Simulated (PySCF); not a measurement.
```xyz
18

B     0.6005    2.3317    0.2588
Si    1.9128    0.8726    0.3193
C     1.4015   -0.5979   -0.7738
C     0.2380   -1.2441   -0.9063
C    -1.0158   -1.0273   -0.2037
C    -2.0854   -1.7830   -0.4677
C    -1.1275    0.0558    0.8316
F    -1.0139    1.3207    0.2470
H     0.3850    2.9487    1.2376
H     0.4319    2.9125   -0.7483
H     3.2825    1.1829   -0.1320
H     2.1418    0.2269    1.6422
H     2.1917   -0.9518   -1.4262
H     0.1661   -2.0538   -1.6272
H    -3.0279   -1.6395    0.0330
H    -2.0469   -2.5782   -1.1918
H    -2.1083    0.0408    1.3159
H    -0.3348   -0.0106    1.5800
```

Geometry: GFN2-xTB.

Method: PBE0/pcSseg-1, SCF density, gas phase, non-relativistic (PySCF 2.14.0).

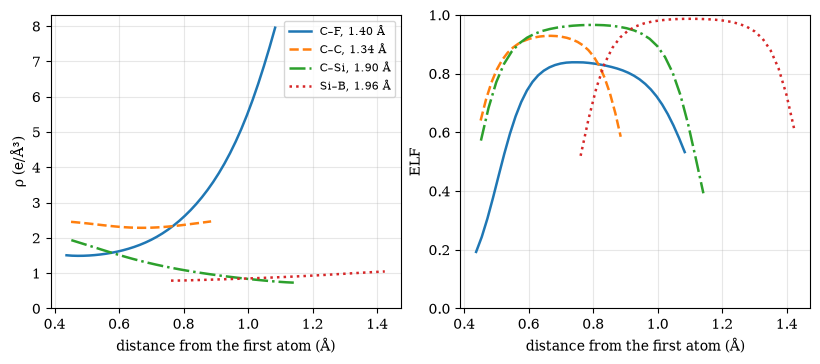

C5H10BFSi (SMILES B[SiH2]/C=C\C(=C)CF). Total electron density and electron localisation function along straight lines between neighbouring atoms. The curves leave out the atomic cores.

### Compare the contacts.

C–F (1.40 Å): ρ at the midpoint is about 1.9 e/Å³, with its minimum of 1.5 e/Å³ about 0.5 Å from C; the ELF peaks at about 0.85 between the atoms; a polar covalent bond.
C–C (1.34 Å): ρ at the midpoint is about 2.3 e/Å³; the ELF peaks at about 0.95 between the atoms (a short, multiple covalent bond).
C–Si (1.90 Å): ρ at the midpoint is about 0.89 e/Å³; the ELF peaks at about 0.95 between the atoms: localised, covalent bonding.
Si–B (1.96 Å): ρ at the midpoint is about 0.85 e/Å³; the ELF peaks at about 1 between the atoms, as expected for a covalent bond.
